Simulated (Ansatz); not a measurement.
# Calculations on SnH5O3Cl

### Relaxation

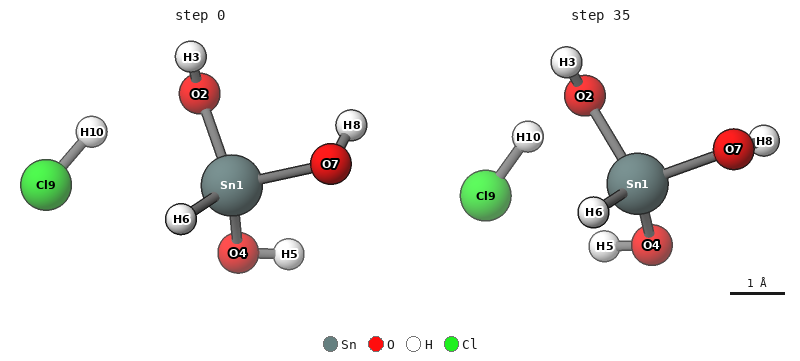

The structure of SnH$_{5}$O$_{3}$Cl before (left) and after (right) a relaxation, at one scale.

A ball-and-stick model, seen at a tilt.

The run prepares an end point of a later path (reaction) calculation, from a guessed geometry.

Computed with Ansatz 0.2.0, RKS PBE/def2-SVP. (no spin polarisation; force threshold 0.03 eV/Å; at most 50 steps)

Describe what moved and what it gained.

Answer. The largest move after the best rigid fit is that of H5, 1.57 Å. By element the largest moves are H 1.57 Å, Cl 1.03 Å, O 0.31 Å, Sn 0.19 Å. Near-neighbour distances that change, for instance: O2–H10 2.201 → 1.452 Å, Sn1–Cl9 3.611 → 3.408 Å, Sn1–O2 1.986 → 2.082 Å, Cl9–H10 1.340 → 1.417 Å. Bond angles that change, for instance: O4–Sn1–H6 112.6° → 123.2°, O2–Sn1–H6 117.0° → 110.2°, O2–Sn1–O4 104.1° → 101.3°. Groups turn about Sn1–O4 by about 150°, Sn1–O7 by about 45°. Over 32 accepted moves (35 points after the start) the energy falls by 34.7 kJ/mol. Largest force component: 0.88 eV/Å at the start, 0.028 eV/Å at the end. The line search rejected the trial steps at points 10, 13, 19 of the run.

Limits of the set-up: the start holds two separate molecules, 2.2 Å apart at their closest, whose relative position is a soft coordinate and is computed without a dispersion correction.

### Relaxation

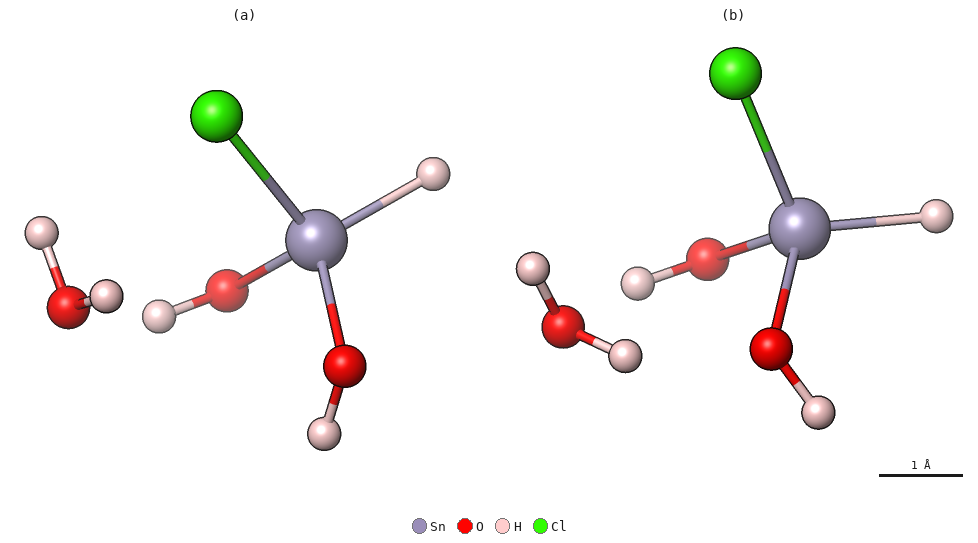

The structure of SnH5O3Cl before (left) and after (right) a relaxation, at one scale.

A ball-and-stick model, seen face on.

The run prepares an end point of a later path (reaction) calculation, from a guessed geometry.

Level of theory: Ansatz, RKS PBE/def2-SVP. Settings: no spin polarisation; force threshold 0.03 eV/Å; at most 50 steps.

Q: Summarise the run.

A: The atom that moves furthest after the best rigid fit is an H atom (0.93 Å). By element the largest moves are H 0.93 Å, O 0.79 Å, Cl 0.69 Å, Sn 0.16 Å. Some distances before and after: Cl–Sn 2.407 → 2.368 Å, O–Sn 2.005 → 2.036 Å, O–Sn 1.989 → 1.981 Å, H–O 0.991 → 0.998 Å. Bond angles that change, for instance: H–Sn–Cl 107.7° → 111.8°, H–O–H 100.1° → 103.6°, Sn–O–H 107.7° → 110.8°. Groups turn about O–Sn by about 75°, O–Sn by about 20°. Over 20 accepted moves (22 points after the start) the energy falls by 20.4 kJ/mol. The largest force component goes from 0.42 to 0.014 eV/Å. The line search rejected the trial steps at points 7, 14 of the run.

### Path

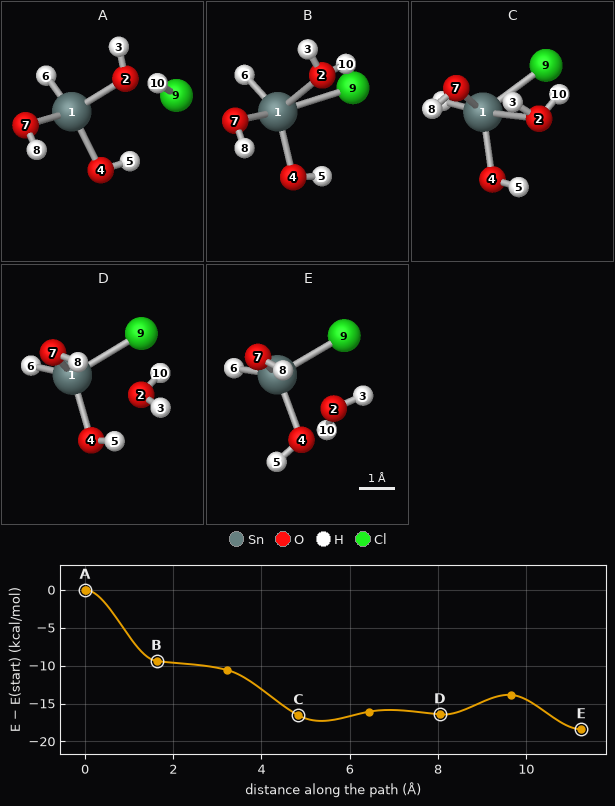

NEB run on SnH5O3Cl. Images are numbered from 0 (start) to 8 (end). Frames A to E are images 0, 2, 4, 6, 8. The picture is a ball-and-stick view, seen at a tilt.

Level of theory: RKS PBE/def2-SVP in Ansatz. Settings: 7 movable images; climbing image; force threshold 0.05 eV/Å; iteration limit 60; starting path through a guess of the saddle point.

> Describe the mechanism and the energy profile.

No barrier shows: the energy is highest at the start, and the end lies 18.4 kcal/mol below the start. The path has more than one stage, and so few images may leave a stage unresolved. Breaking: Cl9–H10 (1.42 → 3.70 Å), Sn1–O2 (2.08 → 3.14 Å). Forming: O2–H10 (1.45 → 0.99 Å), Sn1–Cl9 (3.41 → 2.37 Å). The band converged in 39 iterations. The largest component of the band force went from 150 to 0.033 eV/Å.

The run took 4.9 min on 4 threads of Arm Neoverse V2, on a shared host, peak memory 0.17 GiB.
